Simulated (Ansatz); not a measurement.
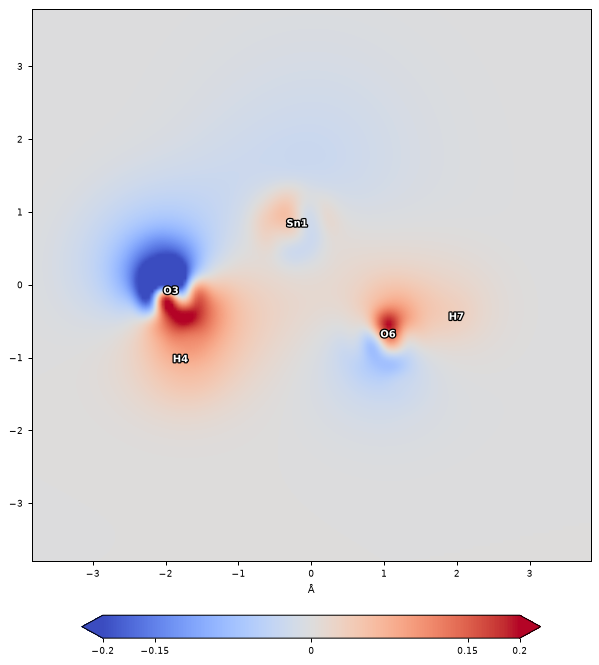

Figure. FH3O2Sn···H2. One frontier orbital on the plane of atoms O3, Sn1 and O6 (values in Å⁻³ᐟ²; the overall sign is arbitrary).

Core potentials replace the inner electrons of Sn; not at a stationary point (largest force 1.8 eV/Å).

These are results of RKS PBE0-D4/def2-SVP (Ansatz), not measurements.

Input file:

```
crystal:
  periodic: [false, false, false]
  atoms:
    - { symbol: Sn, position_ang: [0.0, 0.0, 0.0] }
    - { symbol: H, position_ang: [0.0, 0.0, 2.09] }
    - { symbol: O, position_ang: [1.8483, 0.0, -0.6527] }
    - { symbol: H, position_ang: [2.1646, -0.9521, -0.7693] }
    - { symbol: H, position_ang: [-0.8195, 1.4198, -0.5794] }
    - { symbol: O, position_ang: [-0.9232, -1.5994, -0.6527] }
    - { symbol: H, position_ang: [-1.3778, -2.065, 0.1197] }
    - { symbol: F, position_ang: [1.1381, 1.7163, 0.6842] }
    - { symbol: H, position_ang: [0.5989, 0.9032, 1.8933] }
basis:
  gaussian: { orbitals: def2-SVP }
hamiltonian:
  xc: pbe0
  dispersion: d4
relax:
  f_tol: 0.15
  max_steps: 25
  restrain:
    - { distance: [0, 7], at: 1.87, k: 30.0 }
    - { distance: [8, 1], at: 0.66, k: 30.0 }
    - { distance: [0, 1], at: 2.94, k: 30.0 }
    - { distance: [8, 7], at: 2.12, k: 30.0 }
output:
  orbitals: {}
```

Launched as:

```sh
ansatz run input.yaml --threads 2 --pin off --max-ram 3072MiB --backend cpu --events-out ev --progress --plain --runs-dir out
```

The fields are those of the run's last geometry, not of the input's.

Which orbital is it: HOMO or LUMO?

Answer. The HOMO, at −8.87 eV. By Hirshfeld shares it lies mainly on O3 (about 75 %) and O6 (about 10 %); largely a lone pair of O3.
